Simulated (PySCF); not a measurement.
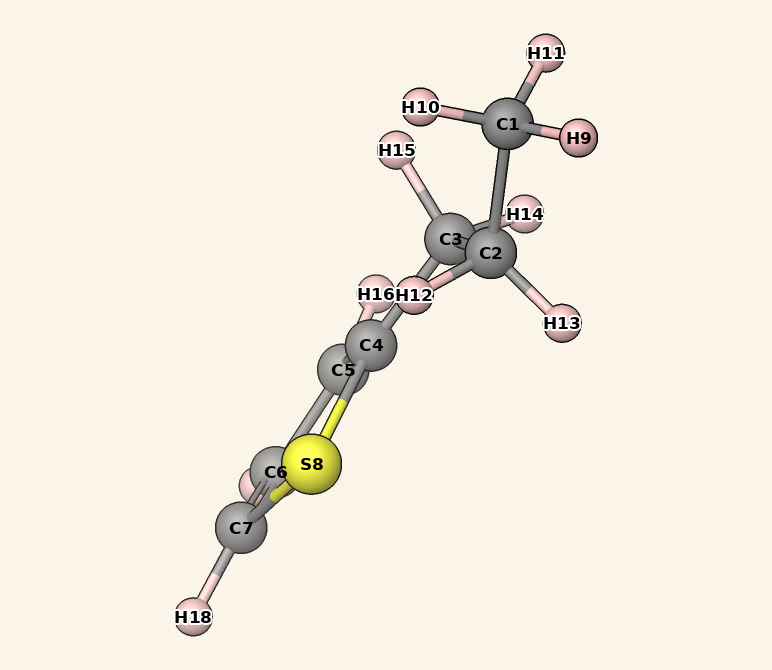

C3 lies behind C2. The molecule seen a little off the C2–C3 bond, C2 in front. Distant atoms are faded towards the background colour. Geometry: a frame of a GFN2-xTB molecular-dynamics simulation, not a minimum.

What is the torsion angle C1–C2–C3–C4? The sign is positive where the front bond must turn clockwise to cover the back bond.

−149°, anticlinal.
